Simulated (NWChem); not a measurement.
## Run report: C$_{2}$H$_{3}$NO, energy and gradient calculation (part 2 of 2)

Continued. System: C$_{2}$H$_{3}$NO (Nitrosoethylene), SMILES C=CN=O. Method: HF/def2-SVPD, RHF (NWChem 7.3.0). The geometry comes from this level: PBE0-D4/def2-TZVP.

Geometry of the input (Å):
```
C  0.0819  0.9970  -0.3868
C  -0.0954  -0.1041  0.3348
N  0.1367  -1.3441  -0.3169
O  -0.0398  -2.3047  0.3873
H  -0.0718  1.9855  0.0267
H  0.3900  0.9094  -1.4228
H  -0.4016  -0.1391  1.3778
```

What the program printed, continued
```
 Vector   16  Occ=0.000000D+00  E= 5.277104D-02
              MO Center=  5.2D-02, -5.7D-01, -1.1D-01, r^2= 3.6D+00
   Bfn.  Coefficient  Atom+Function         Bfn.  Coefficient  Atom+Function
  ----- ------------  ---------------      ----- ------------  ---------------
    45      0.319795  3 N  px                65      0.320675  4 O  px
    68      0.297761  4 O  px                 5      0.292840  1 C  px
    48     -0.283112  3 N  px                 8      0.209234  1 C  px
    25     -0.168019  2 C  px

 Vector   17  Occ=0.000000D+00  E= 9.750149D-02
              MO Center=  1.3D-01,  1.8D+00, -6.4D-01, r^2= 7.6D+00
   Bfn.  Coefficient  Atom+Function         Bfn.  Coefficient  Atom+Function
  ----- ------------  ---------------      ----- ------------  ---------------
     4      6.219542  1 C  s                 93     -4.038361  6 H  s
    85     -3.899744  5 H  s                  3      1.540776  1 C  s
    23      1.416811  2 C  s                101     -1.405776  7 H  s
    44     -1.013898  3 N  s                  9      0.954043  1 C  py
    90      0.904262  5 H  py                37     -0.888119  2 C  d -1

 Vector   18  Occ=0.000000D+00  E= 1.267382D-01
              MO Center= -3.5D-01, -6.4D-02,  1.2D+00, r^2= 9.6D+00
   Bfn.  Coefficient  Atom+Function         Bfn.  Coefficient  Atom+Function
  ----- ------------  ---------------      ----- ------------  ---------------
    24      9.617977  2 C  s                101     -5.485573  7 H  s
     4     -5.240951  1 C  s                 85      2.628386  5 H  s
     3     -1.765060  1 C  s                107      1.210691  7 H  pz
    64     -1.191314  4 O  s                 30      1.086702  2 C  pz
    44     -0.904157  3 N  s                 72     -0.862449  4 O  py

 Vector   19  Occ=0.000000D+00  E= 1.597859D-01
              MO Center= -4.2D-02, -5.3D-01,  2.0D-01, r^2= 5.3D+00
   Bfn.  Coefficient  Atom+Function         Bfn.  Coefficient  Atom+Function
  ----- ------------  ---------------      ----- ------------  ---------------
    71      0.535327  4 O  px                97     -0.368234  6 H  px
    48     -0.292868  3 N  px                45      0.290966  3 N  px
    25      0.256260  2 C  px                39     -0.255344  2 C  d  1
    56      0.191066  3 N  d -2              36      0.176487  2 C  d -2
     5     -0.159419  1 C  px                73      0.157839  4 O  pz

 Vector   20  Occ=0.000000D+00  E= 1.761017D-01
              MO Center=  9.7D-02, -1.4D+00, -1.8D-01, r^2= 1.0D+01
   Bfn.  Coefficient  Atom+Function         Bfn.  Coefficient  Atom+Function
  ----- ------------  ---------------      ----- ------------  ---------------
    24      3.849081  2 C  s                  3     -2.486265  1 C  s
    44     -2.097432  3 N  s                101     -1.252041  7 H  s
     4     -1.205973  1 C  s                 23      1.166126  2 C  s
    73     -1.076695  4 O  pz                85      0.954057  5 H  s
    29      0.676802  2 C  py                64      0.672039  4 O  s

 Vector   21  Occ=0.000000D+00  E= 1.841555D-01
              MO Center= -1.9D-01, -3.0D+00,  9.7D-01, r^2= 8.6D+00
   Bfn.  Coefficient  Atom+Function         Bfn.  Coefficient  Atom+Function
  ----- ------------  ---------------      ----- ------------  ---------------
    44      3.873384  3 N  s                 64     -2.817384  4 O  s
    72     -2.337393  4 O  py               101      2.345907  7 H  s
    23     -1.948991  2 C  s                 85     -1.901108  5 H  s
     3      1.684458  1 C  s                  4      1.340763  1 C  s
    73      1.332914  4 O  pz                24     -1.261922  2 C  s

 Vector   22  Occ=0.000000D+00  E= 1.961466D-01
              MO Center= -1.0D-02,  1.1D-01,  2.4D-02, r^2= 1.3D+01
   Bfn.  Coefficient  Atom+Function         Bfn.  Coefficient  Atom+Function
  ----- ------------  ---------------      ----- ------------  ---------------
    93      5.650318  6 H  s                101      5.211847  7 H  s
    85     -4.162245  5 H  s                 23     -3.279858  2 C  s
    44     -2.191362  3 N  s                 18     -1.848021  1 C  d  0
    38     -1.796455  2 C  d  0              99      1.631304  6 H  pz
    24      1.557157  2 C  s                 91      1.532443  5 H  pz

 Vector   23  Occ=0.000000D+00  E= 1.988794D-01
              MO Center=  4.7D-02, -1.9D+00,  5.1D-02, r^2= 7.7D+00
   Bfn.  Coefficient  Atom+Function         Bfn.  Coefficient  Atom+Function
  ----- ------------  ---------------      ----- ------------  ---------------
    71      1.299110  4 O  px                 8     -0.428767  1 C  px
    36      0.426788  2 C  d -2              73      0.382797  4 O  pz
    56      0.337100  3 N  d -2              79      0.249012  4 O  d -2
    28     -0.215197  2 C  px                65     -0.194946  4 O  px
    97      0.195148  6 H  px                25     -0.162542  2 C  px

 Vector   24  Occ=0.000000D+00  E= 2.122376D-01
              MO Center=  1.2D-01,  5.3D-01, -4.6D-01, r^2= 7.7D+00
   Bfn.  Coefficient  Atom+Function         Bfn.  Coefficient  Atom+Function
  ----- ------------  ---------------      ----- ------------  ---------------
    44      3.220325  3 N  s                 85      2.525217  5 H  s
    64     -2.485574  4 O  s                  3     -1.723075  1 C  s
     4     -1.466915  1 C  s                 23      1.294988  2 C  s
    24      1.279619  2 C  s                 99     -1.159733  6 H  pz
   101     -1.160861  7 H  s                 37     -1.152355  2 C  d -1

 Vector   25  Occ=0.000000D+00  E= 2.499791D-01
              MO Center= -4.6D-02, -2.4D-01,  1.8D-01, r^2= 9.1D+00
   Bfn.  Coefficient  Atom+Function         Bfn.  Coefficient  Atom+Function
  ----- ------------  ---------------      ----- ------------  ---------------
     3      5.494901  1 C  s                 93     -3.649381  6 H  s
    64      3.176389  4 O  s                101     -3.092689  7 H  s
    85      2.499446  5 H  s                 44     -2.300306  3 N  s
    23      2.235870  2 C  s                 29     -1.874678  2 C  py
    24     -1.423613  2 C  s                 18      1.408700  1 C  d  0

 Vector   26  Occ=0.000000D+00  E= 2.583878D-01
              MO Center= -7.9D-02,  2.6D-01,  2.4D-01, r^2= 9.9D+00
   Bfn.  Coefficient  Atom+Function         Bfn.  Coefficient  Atom+Function
  ----- ------------  ---------------      ----- ------------  ---------------
    23     -4.525332  2 C  s                  3      4.167151  1 C  s
     4     -2.563065  1 C  s                 44      2.104785  3 N  s
    17     -1.445234  1 C  d -1              98     -1.322856  6 H  py
    85      1.217561  5 H  s                 43     -1.198755  3 N  s
   107     -1.131862  7 H  pz                91      0.993678  5 H  pz

 Vector   27  Occ=0.000000D+00  E= 2.645365D-01
              MO Center= -2.4D-01,  1.1D+00,  6.7D-01, r^2= 6.2D+00
   Bfn.  Coefficient  Atom+Function         Bfn.  Coefficient  Atom+Function
  ----- ------------  ---------------      ----- ------------  ---------------
   105      1.093950  7 H  px                89      1.043828  5 H  px
     8     -0.947915  1 C  px                71     -0.441675  4 O  px
    39      0.426572  2 C  d  1             107      0.322528  7 H  pz
    91      0.307481  5 H  pz                10     -0.279531  1 C  pz
    28     -0.264393  2 C  px                38     -0.237790  2 C  d  0

 Vector   28  Occ=0.000000D+00  E= 3.070497D-01
              MO Center=  2.6D-01,  5.4D-01, -9.6D-01, r^2= 7.0D+00
   Bfn.  Coefficient  Atom+Function         Bfn.  Coefficient  Atom+Function
  ----- ------------  ---------------      ----- ------------  ---------------
    97      1.802427  6 H  px                89     -1.196886  5 H  px
   105      1.157053  7 H  px                39      0.915316  2 C  d  1
    19     -0.782292  1 C  d  1               8     -0.654283  1 C  px
    16      0.656369  1 C  d -2              71     -0.574837  4 O  px
    99      0.532008  6 H  pz                38     -0.515966  2 C  d  0

 Vector   29  Occ=0.000000D+00  E= 3.080462D-01
              MO Center=  1.6D-01,  1.2D-01, -5.6D-01, r^2= 7.7D+00
   Bfn.  Coefficient  Atom+Function         Bfn.  Coefficient  Atom+Function
  ----- ------------  ---------------      ----- ------------  ---------------
     3      6.734700  1 C  s                 23     -6.499053  2 C  s
    44     -6.382956  3 N  s                 93      4.884928  6 H  s
    24      3.821247  2 C  s                  4     -3.688879  1 C  s
    85     -3.571078  5 H  s                 64      2.970665  4 O  s
    37      2.183526  2 C  d -1              18     -1.969408  1 C  d  0

 Vector   30  Occ=0.000000D+00  E= 3.585837D-01
              MO Center= -1.1D-01,  3.3D-01,  3.5D-01, r^2= 1.0D+01
   Bfn.  Coefficient  Atom+Function         Bfn.  Coefficient  Atom+Function
  ----- ------------  ---------------      ----- ------------  ---------------
    24     10.673262  2 C  s                  4     -7.800471  1 C  s
    64     -5.745645  4 O  s                 85      4.963367  5 H  s
    44      4.415055  3 N  s                101     -3.689873  7 H  s
    72     -2.355212  4 O  py                91     -1.897158  5 H  pz
    93     -1.477507  6 H  s                 18      1.409211  1 C  d  0

 Vector   31  Occ=0.000000D+00  E= 3.735931D-01
              MO Center= -1.9D-01,  6.2D-01,  5.9D-01, r^2= 6.1D+00
   Bfn.  Coefficient  Atom+Function         Bfn.  Coefficient  Atom+Function
  ----- ------------  ---------------      ----- ------------  ---------------
   105      1.653556  7 H  px                28     -1.405065  2 C  px
    89     -1.224697  5 H  px                 8      1.175110  1 C  px
    39      0.590992  2 C  d  1              19     -0.487057  1 C  d  1
   107      0.487250  7 H  pz                30     -0.413921  2 C  pz
    91     -0.360962  5 H  pz                10      0.346490  1 C  pz

 Vector   32  Occ=0.000000D+00  E= 3.824892D-01
              MO Center= -5.4D-03, -5.5D-01,  7.9D-02, r^2= 9.3D+00
   Bfn.  Coefficient  Atom+Function         Bfn.  Coefficient  Atom+Function
  ----- ------------  ---------------      ----- ------------  ---------------
    44      6.982544  3 N  s                101     -6.420370  7 H  s
    93     -5.124782  6 H  s                 85      4.571159  5 H  s
    37     -3.244868  2 C  d -1              18      3.125784  1 C  d  0
    23      3.014400  2 C  s                106      2.997503  7 H  py
     3     -2.949545  1 C  s                 24     -2.923455  2 C  s

 Vector   33  Occ=0.000000D+00  E= 4.169993D-01
              MO Center= -1.1D-02,  8.8D-01, -5.8D-02, r^2= 7.6D+00
   Bfn.  Coefficient  Atom+Function         Bfn.  Coefficient  Atom+Function
  ----- ------------  ---------------      ----- ------------  ---------------
    85      7.236421  5 H  s                 93      6.614345  6 H  s
     3     -5.813733  1 C  s                101      5.072128  7 H  s
    24     -4.971211  2 C  s                  4     -3.013899  1 C  s
    23     -3.017452  2 C  s                 64      2.986597  4 O  s
     9     -2.494850  1 C  py                37      2.095745  2 C  d -1

 Vector   34  Occ=0.000000D+00  E= 4.341127D-01
              MO Center= -3.0D-03,  5.3D-01, -4.8D-02, r^2= 7.9D+00
   Bfn.  Coefficient  Atom+Function         Bfn.  Coefficient  Atom+Function
  ----- ------------  ---------------      ----- ------------  ---------------
    44      7.330271  3 N  s                 85      6.350927  5 H  s
    23     -4.865488  2 C  s                101      3.917848  7 H  s
    24     -3.727155  2 C  s                  3     -3.582474  1 C  s
    90     -3.183194  5 H  py                93     -3.119047  6 H  s
    64     -2.370268  4 O  s                  9     -2.170674  1 C  py

 Vector   35  Occ=0.000000D+00  E= 4.436022D-01
              MO Center=  1.1D-01,  5.9D-01, -4.3D-01, r^2= 5.6D+00
   Bfn.  Coefficient  Atom+Function         Bfn.  Coefficient  Atom+Function
  ----- ------------  ---------------      ----- ------------  ---------------
    16      1.620792  1 C  d -2              89     -1.074087  5 H  px
    28      1.027372  2 C  px                19      1.016078  1 C  d  1
    97     -0.678356  6 H  px                18     -0.561208  1 C  d  0
    36      0.527385  2 C  d -2              17      0.439635  1 C  d -1
    91     -0.315415  5 H  pz                30      0.304223  2 C  pz

 Vector   36  Occ=0.000000D+00  E= 4.477616D-01
              MO Center= -3.2D-02,  5.4D-01,  4.9D-02, r^2= 8.6D+00
   Bfn.  Coefficient  Atom+Function         Bfn.  Coefficient  Atom+Function
  ----- ------------  ---------------      ----- ------------  ---------------
    93      9.234562  6 H  s                  4     -6.566617  1 C  s
     3     -6.504190  1 C  s                 44      4.444821  3 N  s
    85      4.030211  5 H  s                101     -3.850069  7 H  s
    24      3.813908  2 C  s                 64     -3.290732  4 O  s
    30      2.461667  2 C  pz               107      2.146047  7 H  pz

 Vector   37  Occ=0.000000D+00  E= 4.675587D-01
              MO Center= -9.6D-02, -9.8D-02,  3.4D-01, r^2= 7.8D+00
   Bfn.  Coefficient  Atom+Function         Bfn.  Coefficient  Atom+Function
  ----- ------------  ---------------      ----- ------------  ---------------
    85     11.605276  5 H  s                101    -10.645059  7 H  s
    24      8.546735  2 C  s                 44     -6.785963  3 N  s
     3     -6.297740  1 C  s                 93     -5.727667  6 H  s
    23      4.098974  2 C  s                 38      3.789855  2 C  d  0
    64      2.906707  4 O  s                  4     -2.761511  1 C  s

 Vector   38  Occ=0.000000D+00  E= 4.864167D-01
              MO Center=  4.8D-02,  4.5D-01, -2.2D-01, r^2= 6.8D+00
   Bfn.  Coefficient  Atom+Function         Bfn.  Coefficient  Atom+Function
  ----- ------------  ---------------      ----- ------------  ---------------
    93     10.134150  6 H  s                  3     -7.818840  1 C  s
    85     -6.731087  5 H  s                 24      5.146951  2 C  s
    44     -4.658865  3 N  s                 18     -3.436739  1 C  d  0
    20     -3.129158  1 C  d  2              99      2.775360  6 H  pz
    10      2.396445  1 C  pz                91      2.193253  5 H  pz

 Vector   39  Occ=0.000000D+00  E= 4.900693D-01
              MO Center= -8.9D-02, -1.1D-01,  3.2D-01, r^2= 6.6D+00
   Bfn.  Coefficient  Atom+Function         Bfn.  Coefficient  Atom+Function
  ----- ------------  ---------------      ----- ------------  ---------------
    89     -1.642756  5 H  px                36      1.609315  2 C  d -2
    16      1.219095  1 C  d -2              97      1.008179  6 H  px
     8     -0.965717  1 C  px                71      0.576345  4 O  px
    91     -0.488495  5 H  pz                19     -0.475169  1 C  d  1
    48      0.474752  3 N  px                37      0.471511  2 C  d -1

 Vector   40  Occ=0.000000D+00  E= 5.008839D-01
              MO Center= -7.1D-03, -1.7D-01,  4.3D-02, r^2= 8.2D+00
   Bfn.  Coefficient  Atom+Function         Bfn.  Coefficient  Atom+Function
  ----- ------------  ---------------      ----- ------------  ---------------
    23     12.088000  2 C  s                101     -6.864879  7 H  s
    44     -4.512178  3 N  s                 85      3.728167  5 H  s
    64      3.663751  4 O  s                 93     -3.180339  6 H  s
   107      2.381548  7 H  pz                99     -1.917476  6 H  pz
   106      1.790554  7 H  py                10     -1.756401  1 C  pz

 center of mass
 --------------
 x =   0.03418850 y =  -1.39827707 z =   0.03691640

 moments of inertia (a.u.)
 ------------------
         381.391462748648          -3.662165259001           9.837512495409
          -3.662165259001          41.626869424090          49.913950088833
           9.837512495409          49.913950088833         345.326230283646

  Mulliken analysis of the total density
  --------------------------------------

    Atom       Charge   Shell Charges
 -----------   ------   -------------------------------------------------------
    1 C    6     5.89   1.99  0.90  0.25 -0.06  1.97  0.74  0.04  0.06
    2 C    6     5.75   1.99  0.91  0.12  0.01  2.01  0.61  0.05  0.06
    3 N    7     7.07   1.99  1.09  0.53  0.14  2.17  1.07  0.07  0.02
    4 O    8     8.51   1.99  1.11  0.80  0.01  2.74  1.66  0.13  0.03  0.04
    5 H    1     0.95   0.76  0.17  0.03  0.00
    6 H    1     0.93   0.75  0.11  0.03  0.03
    7 H    1     0.90   0.76  0.09  0.03  0.03

       Multipole analysis of the density wrt the origin
       ------------------------------------------------

     L   x y z        total         open         nuclear
     -   - - -        -----         ----         -------
     0   0 0 0     -0.000000      0.000000     30.000000

     1   1 0 0     -0.059045      0.000000      0.895957
     1   0 1 0      1.350670      0.000000    -37.289547
     1   0 0 1      0.052580      0.000000      1.038102

     2   2 0 0    -17.951827      0.000000      1.987941
     2   1 1 0      0.156789      0.000000      0.944620
     2   1 0 1     -0.292213      0.000000     -6.849341
     2   0 2 0    -21.021724      0.000000    235.538117
     2   0 1 1     -0.204222      0.000000    -28.976949
     2   0 0 2    -17.019570      0.000000     26.413438

                              NWChem Gradients Module
                              -----------------------

                                  Nitrosoethylene

  wavefunction    =   RHF

                         RHF ENERGY GRADIENTS

    atom               coordinates                        gradient
                 x          y          z           x          y          z
   1 C       0.154674   1.884151  -0.730965    0.000321   0.004584  -0.001593
   2 C      -0.180185  -0.196758   0.632642   -0.000746  -0.003263   0.002883
   3 N       0.258269  -2.539981  -0.598854    0.008944   0.039989  -0.034742
   4 O      -0.075154  -4.355233   0.731834   -0.007932  -0.041717   0.031501
   5 H      -0.135682   3.752145   0.050380   -0.000122   0.001734   0.000231
   6 H       0.736974   1.718460  -2.688740    0.000693  -0.001280  -0.002212
   7 H      -0.758914  -0.262785   2.603702   -0.001158  -0.000046   0.003933

                 ----------------------------------------
                 |  Time  |  1-e(secs)   |  2-e(secs)   |
                 ----------------------------------------
                 |  CPU   |       0.01   |       6.66   |
                 ----------------------------------------
                 |  WALL  |       0.01   |       6.66   |
                 ----------------------------------------

 Task  times  cpu:       38.2s     wall:       38.2s
 Total times  cpu:       38.2s     wall:       38.2s
```

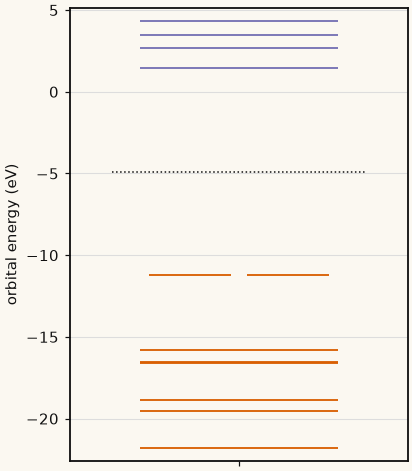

**Figure 1.** Orbital energies near the frontier; the dotted line parts filled from empty levels, and levels within 0.02 eV of each other stand side by side. Highest filled −11.22 eV, lowest empty 1.44 eV, 12.66 eV apart.

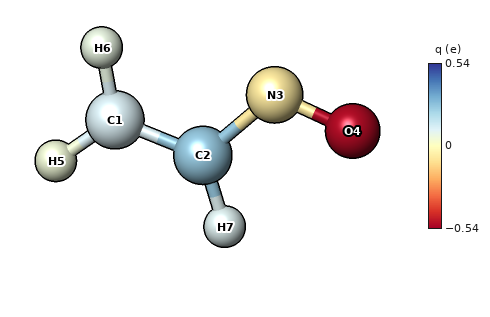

**Figure 2.** Mulliken charges, as the colour of each atom (ball-and-stick view, seen at a tilt; atoms are numbered from 1 in the order of the input). By element: C +0.11 to +0.25, N −0.07, O −0.51 and H +0.05 to +0.10 e.

Results in brief

| quantity | value |
| --- | --- |
| outcome | converged |
| total energy | −206.526826 hartree |
| basis functions | 107 |
| largest force | 2.763 eV/Å |
| HOMO | −11.22 eV |
| LUMO | 1.44 eV |
| dipole moment | 3.44 D |
| hardware | 1 thread of Intel Xeon (Granite Rapids), 12 GiB of memory available, shared host |
| wall time | 39 s |
| peak memory | 0.1 GiB |
